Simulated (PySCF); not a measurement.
## Electronic structure of C$_{3}$H$_{9}$Al (trimethylaluminum) in real space

Input

```
{"job": {"kind": "sp", "xc": "wB97X", "basis": "ma-def2-SVP", "d3": "d3bj", "grid": 2}, "charge": 0, "multiplicity": 1}
C     -1.376169     1.367227     0.214577
Al     0.004055    -0.022183     0.075349
C      1.887445     0.505205     0.246022
C     -0.510429    -1.893449    -0.217874
H     -1.399061     1.975748    -0.708200
H     -1.174295     2.073550     1.037953
H     -2.391408     0.962560     0.355889
H      2.151173     1.284799    -0.490486
H      2.594223    -0.329620     0.114837
H      2.081812     0.951373     1.237786
H      0.306258    -2.511497    -0.624729
H     -1.379381    -1.987532    -0.890865
H     -0.813437    -2.356587     0.739431
```

Run with:

```sh
OMP_NUM_THREADS=1 python redox_run.py task.json out
```

Geometry: PBE0-D3(BJ)/ma-def2-SVP.

Computed with DFT single point, gas phase, functional wB97X in PySCF 2.14.0, density-fitted response routines.

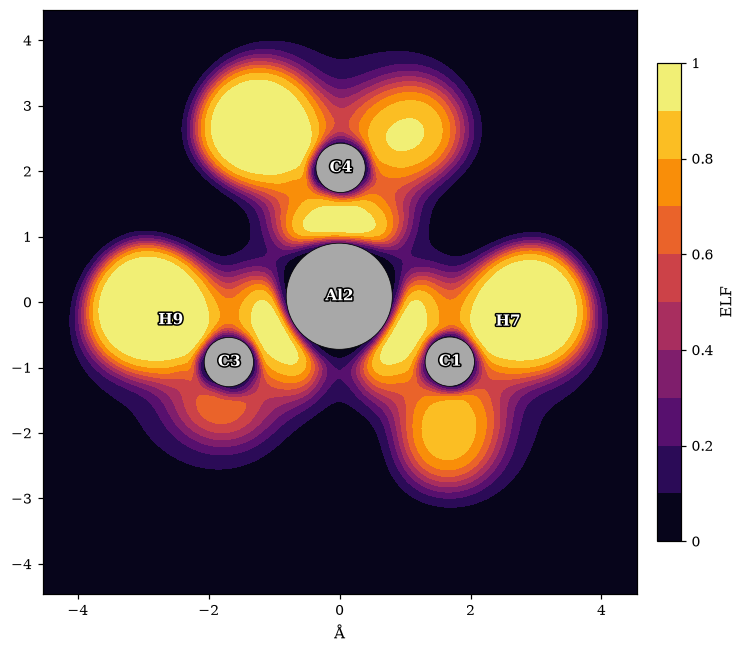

Figure 1. Electron localisation function on the plane of atoms Al2, C3 and H9. Grey discs cover the atomic cores.

Q: What do the fields say about this system?

A:
- The section cuts through C, Al and H sites.
- C–Al (1.96 Å): the ELF peaks at about 0.95 between the atoms, as expected for a polar covalent bond.
- C–H (1.10 Å): the ELF climbs to about 1 towards the hydrogen, as it does in any bond to H (a covalent bond by its length).

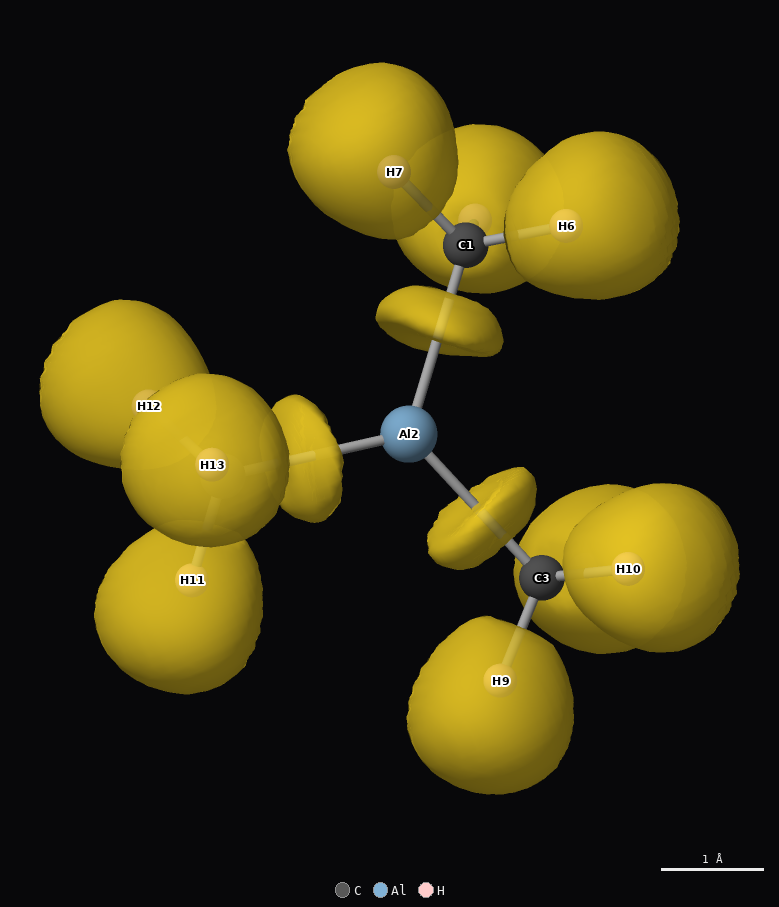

Figure 2. Isosurface of the ELF at 0.85 (yellow), seen at a tilt. Core shells and regions of very low density are left out.

Q: Describe the localisation domains.

A: The surface consists of three regions between bonded Al–C atoms (shared pairs) and nine regions around hydrogen nuclei.

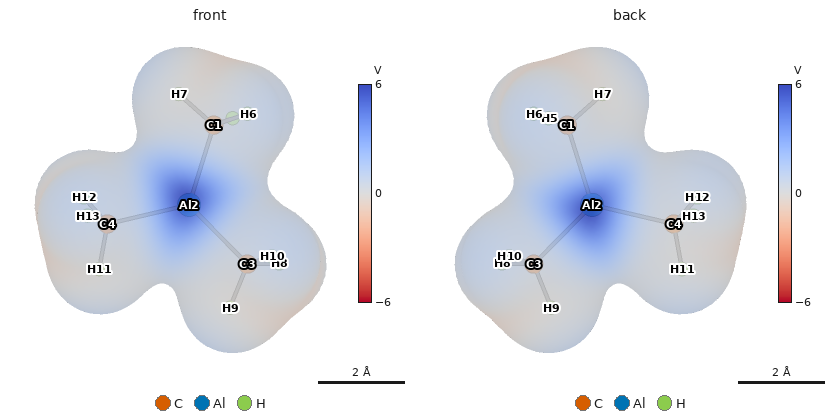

Figure 3. The molecular electrostatic potential painted on the density surface at 0.004 e/bohr³, seen from the front and from behind; red is negative and blue positive.

Q: Where is the surface potential most negative and most positive?

A: The most negative region (about −0.5 V) lies over C1, C3 and C4, the most positive (about +5.5 V) over Al2.

Q: How polar is the molecule by this calculation?

A: Its dipole moment is zero.
